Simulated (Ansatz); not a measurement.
The reference is SiC (space group P6_3mc, No. 186; a = 3.078 Å, c = 10.077 Å). Axes: x lies along a and z along c of the hexagonal cell.

The change: strain tensor (xx, yy, zz, yz, xz, xy) = (+0.37, −0.58, +1.66, −0.30, −2.12, +1.21) %; the atoms relax in the strained cell.

Calculations: Ansatz (a first-principles code) r2SCAN, without spin-orbit coupling, earlier PAW set.

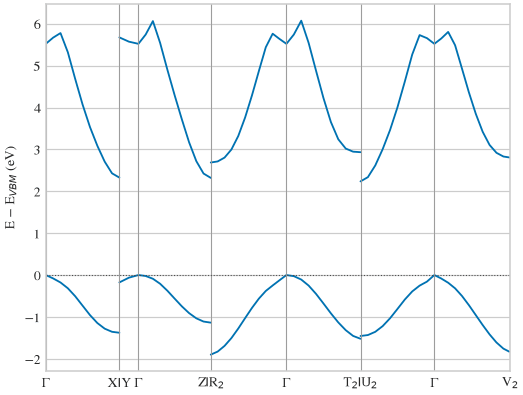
Figure. Highest valence and lowest conduction band along the path of the changed cell's own zone

Task: Read the changed gap and its character from the plot.

Result: About 2.2 eV, indirect, Γ → U₂.

Whether these cells are dynamically stable was not tested. k-point labels follow each cell's own Brillouin zone.
